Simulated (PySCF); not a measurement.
## Electronic structure of C3H9NO2Si in real space

Input file:

```
{"job": {"kind": "nmr", "xc": "PBE0", "basis": "pcSseg-1", "pop": false}, "charge": 0, "multiplicity": 1}
C      1.920900    -0.898200    -0.101900
Si     0.207100     0.007200    -0.092100
N      0.440000     1.529700    -0.821500
O     -1.054100    -0.895700    -0.721000
C     -2.213800    -0.647800     0.008200
C     -1.751700    -0.346500     1.411000
O     -0.590600     0.419600     1.285900
H      1.871800    -1.879400     0.422900
H      2.172500    -1.028100    -1.136800
H      2.709100    -0.310600     0.299000
H      0.936000     1.703400    -1.702800
H      0.114300     2.362100    -0.301200
H     -2.727900     0.245500    -0.439500
H     -2.845100    -1.524300    -0.070200
H     -1.517900    -1.230400     1.983200
H     -2.455700     0.254200     1.991600
```

Run with:

```sh
OMP_NUM_THREADS=1 python probes_run.py task.json out
```

Geometry: GFN2-xTB, MD frame at 250 fs, 200 K.

Computed with PySCF 2.14.0, PBE0/pcSseg-1, SCF density, gas phase, non-relativistic.

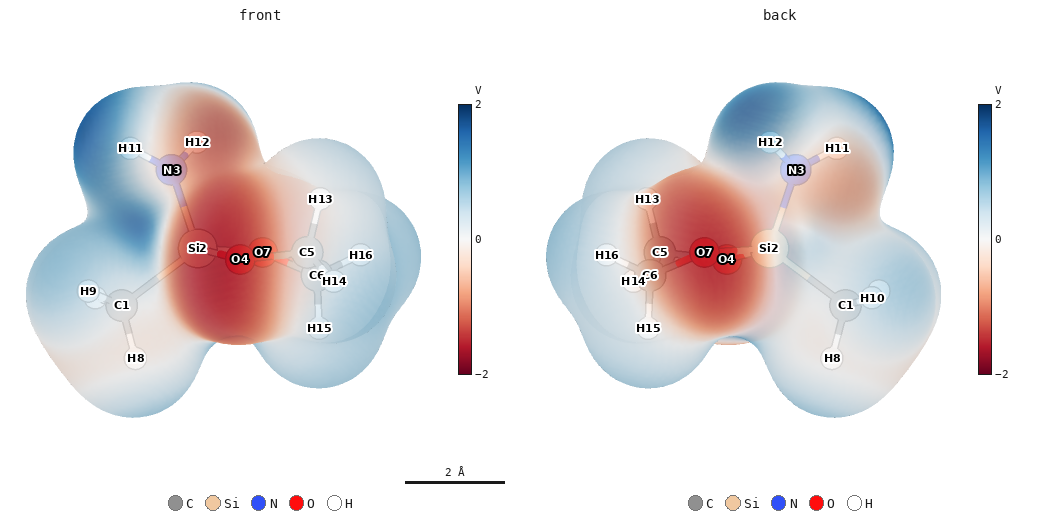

Figure 1. The molecular electrostatic potential painted on the density surface at 0.002 e/bohr³, seen from the front and from behind; the colour scale runs from red (negative) to blue (positive).

### Describe the electrostatic potential map.

The most negative region (about −1.6 V, or −37 kcal/mol for a unit charge) lies over O4, the most positive (about +1.6 V, or +37 kcal/mol for a unit charge) over H11. O4 is the likeliest acceptor of a hydrogen bond.

### How polar is the molecule by this calculation?

Its dipole moment is 0.42 D.

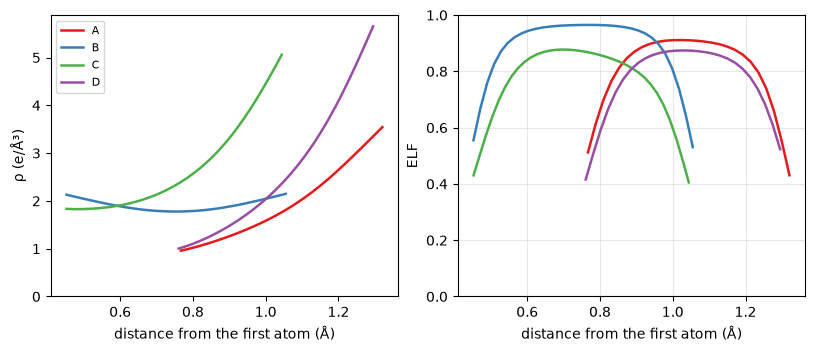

Figure 2. Electron density and ELF along straight lines between neighbouring atoms. The curves leave out the atomic cores.

### Which curve belongs to which contact (C–C, C–O, Si–N and Si–O)? The first atom named is at distance zero.

Curve A: Si–N (1.70 Å): the density is about 1.1 e/Å³ at the midpoint; the ELF peaks at about 0.90 between the atoms: a polar covalent bond. Curve B: C–C (1.51 Å): the density is about 1.8 e/Å³ at the midpoint; the ELF peaks at about 0.95 between the atoms (a shared electron pair). Curve C: C–O (1.39 Å): the density is about 2.1 e/Å³ at the midpoint, with its minimum of 1.8 e/Å³ about 0.5 Å from C; the ELF peaks at about 0.90 between the atoms: a polar covalent bond. Curve D: Si–O (1.64 Å): ρ is about 1.2 e/Å³ halfway; the ELF peaks at about 0.85 between the atoms (a polar covalent bond).
